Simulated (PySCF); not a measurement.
# H2SSi (Silanethione): the cost of one run

Programs: PySCF 2.14.0, with density-fitted response routines of our own. Each step states its level of theory. These are calculated values for one molecule, in the gas phase or a continuum, unless marked as measured. Atoms count from 0, in the outputs and in this text.

## 1. The starting structure

4 atoms, charge 0, multiplicity 1; geometry from: GFN2-xTB. The atoms were then displaced at random by about 0.01 Å, so the start is not that level's minimum.

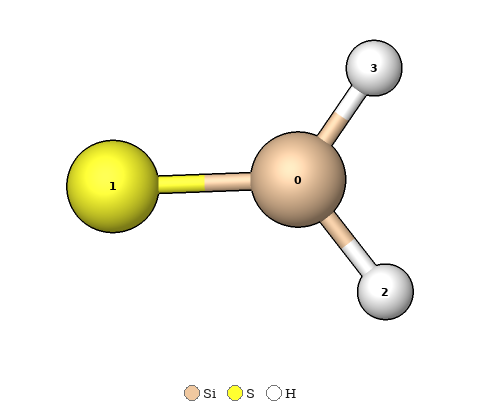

As it starts; silicon light orange, sulfur yellow, hydrogen white, atoms numbered.

## 2. Optimising the geometry at PBE0-D3(BJ)/def2-TZVP

What the job is given:

```
{"job": {"xc": "PBE0", "basis": "def2-TZVP", "d3": "d3bj", "grid": 2, "shake": 0.01, "kind": "geom"}, "charge": 0, "multiplicity": 1}
Si    -0.049070    -0.020440    -0.213650
S      1.895150    -0.111190    -0.359350
H     -0.906590     1.110300    -0.695260
H     -0.901490    -1.004040     0.363610
```

The run is started by

```
$ OMP_NUM_THREADS=1 python probes_run.py task.json out
```

This one command runs all jobs of the session in turn.

**Question.** How long does this first job take on 1 thread of Intel Xeon Platinum 8375C at 2.90GHz, shared host, and how much memory does it need?

About 8.6 s, with a peak of 0.35 GiB.
